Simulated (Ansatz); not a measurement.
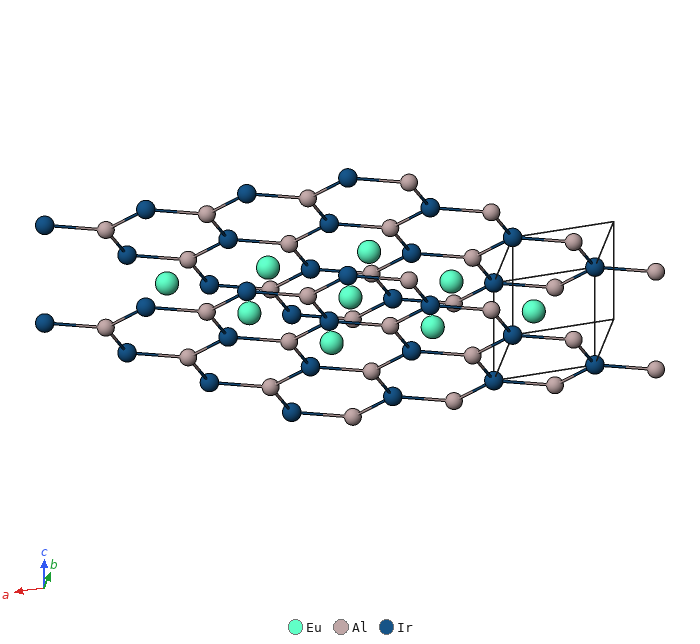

EuAlIr (space group P-6m2, No. 187). Coordinates: the geometry relaxed with DFT PBE, scalar-relativistic, plane waves, PAW in Ansatz; the starting structure was generated, so it need not be a known form of this composition.

Bonds are taken as Al–Ir below 2.8 Å; Eu is left out of the net, as the electropositive filling of the structure. The graph is simplified in the usual way: terminal and isolated atoms are pruned, two-connected atoms become edges.

> What kind of net remains, and which atoms are its nodes?

A uninodal 3-connected, two-periodic (layers) net: Al and Ir are 3-connected nodes.

> Does the net have a name?

It is the hcb net, known from graphene.

> How do the layers lie?

The layers lie parallel to (001).

> How many nodes does the smallest cycle have?

Six.

> Give the point symbol of each node (shortest cycle at each angle).

Al and Ir: 6³.
